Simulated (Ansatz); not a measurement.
**NH+ (SMILES [NH+]): UCCSDT(Q)/6-311G(d,p)**

Aim: the energy change on altering one bond length of NH+ at UCCSDT(Q)/6-311G**, from 2 runs. 

Program for the calculation: Ansatz 0.2.0.

8 further runs of the same task are left out: 2 that didn't finish, 6 set aside as unsound or not needed.

## 1. Starting point

NH+: 2 atoms, total charge +1, spin state doublet. As SMILES, `[NH+]`. The shape is that of a GFN2-xTB optimisation.

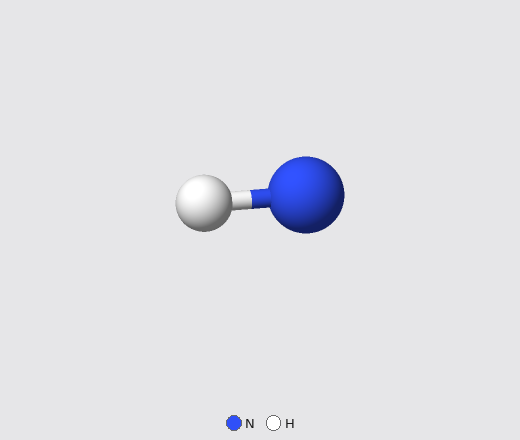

The structure, seen from a chosen angle (nitrogen blue, hydrogen white).

## 2. The energy at UCCSDT(Q)/6-311G(d,p)

in.yaml reads:

```yaml
crystal:
  periodic: [false, false, false]
  atoms:
    - {symbol: N, position_ang: [0.000000, 0.000000, 0.000000]}
    - {symbol: H, position_ang: [0.000000, 0.000000, 1.092650]}
basis:
  gaussian:
    orbitals: 6-311G_st__st_.json
magnetization:
  spin_polarized: true
  initial_magnetization: 1
total_charge: 1
scf:
  omitted_lower_state_checks: [cluster_reference, increment]
correlation:
  method: ccsdt_q
  frozen_orbitals: {H: 0, "N": 1}
accuracy: high
```

The basis set 6-311G** is read from a file made from the Basis Set Exchange's data (not shown).

Command:

```sh
$ ansatz run in.yaml --threads 1 --pin off --max-ram 2610MiB --events-out events.jsonl --progress --plain --runs-dir runs
```

Standard output, shortened:

```text
Warning: RAYON_NUM_THREADS=1 ignored (pool sized by the plan → 1); use --threads N
Functional definition: HF
  name "HF"
[...]
357 factors; integrals over basis functions are off by at most 3.5e-9 eV
[...]
mean field -1483.34316313 eV, -54.5118557988 hartree, gradient 2.4e-8 eV, S^2 1.227713; 8 other end points of the search recorded, 0 dependent functions left out
1 core orbitals not correlated: weight in the atoms' cores, before any rotation towards them, 1.000 or more for the frozen orbitals, at most 0.000 for the correlated occupied ones
reference -1483.34316313 eV, -54.5118557988 hartree; 3, 2 occupied and 20, 21 virtual orbitals, 357 factors
second order -2.26710087 eV of doubles, -0.00000000 eV of singles
cycle   1  -2.68545280 eV  change   -4.2e-1 eV  update   4.6e-2
[...]
cycle  54  -3.11863086 eV  change   4.3e-10 eV  update  1.6e-10
perturbative correction -0.00247299 eV, -0.0000908807 hartree
Total energy: -1486.46426698 eV, -54.6265542497 hartree
Checks for a lower state left out: cluster_reference, increment
```

It took 2.8 s on 1 thread of Arm Neoverse V1, shared host.

## 3. The distorted shape, same level

in.yaml reads:

```yaml
basis:
  gaussian:
    orbitals: 6-311G_st__st_.json
crystal:
  periodic: [false, false, false]
  atoms:
    - {symbol: "N", position_ang: [0.000000, 0.000000, -0.273150]}
    - {symbol: H, position_ang: [0.000000, 0.000000, 1.092650]}
total_charge: 1
correlation:
  method: ccsdt_q
  frozen_orbitals: {H: 0, "N": 1}
accuracy: high
magnetization:
  spin_polarized: true
  initial_magnetization: 1
scf:
  omitted_lower_state_checks: [cluster_reference, increment]
```

The basis set 6-311G** is read from a file made from the Basis Set Exchange's data (not shown).

Command:

```sh
$ ansatz run in.yaml --threads 1 --pin off --max-ram 2610MiB --events-out events.jsonl --progress --plain --runs-dir runs
```

Standard output:

```text
Warning: RAYON_NUM_THREADS=1 ignored (pool sized by the plan → 1); use --threads N
[... 16 lines left out ...]
1 core orbitals not correlated: weight in the atoms' cores, before any rotation towards them, 1.000 or more for the frozen orbitals, at most 0.000 for the correlated occupied ones
[... 67 lines left out ...]
Total energy: -1485.68034925 eV, -54.5977458047 hartree
Checks for a lower state left out: cluster_reference, increment
```

It took 3.3 s on 1 thread of Arm Neoverse V1, shared host.

## 4. What came out

Level: UCCSDT(Q)/6-311G**, 1 core orbital frozen.

| quantity | value |
| --- | --- |
| first shape: total energy | -54.62655 Eh |
| first shape: correlation energy (1 core orbital frozen) | -114.7 mEh |
| first shape: ⟨S²⟩ of the reference determinant | 1.228 |
| first shape: T1 diagnostic | 0.163 |
| distorted shape: total energy | -54.59775 Eh |
| distorted shape: correlation energy (1 core orbital frozen) | -120.1 mEh |
| distorted shape: ⟨S²⟩ of the reference determinant | 1.335 |
| distorted shape: T1 diagnostic | 0.184 |
| energy change with the N1–H2 bond stretched from 1.093 to 1.366 Å | 0.784 eV |

In words: With the N1–H2 bond stretched from 1.093 to 1.366 Å the energy rises by 0.78 eV (18.1 kcal/mol). The first shape isn't relaxed at this level, so the change isn't measured from a minimum. ⟨S²⟩ (first shape) is 1.23 where a pure doublet has 0.75: the reference is spin-contaminated. The T1 diagnostic (first shape) of 0.163 is above the customary mark for such species, so a single reference may not serve. ⟨S²⟩ (distorted shape) is 1.33 where a pure doublet has 0.75: the reference is spin-contaminated. The T1 diagnostic (distorted shape) of 0.184 is above the customary mark for such species, so a single reference may not serve.
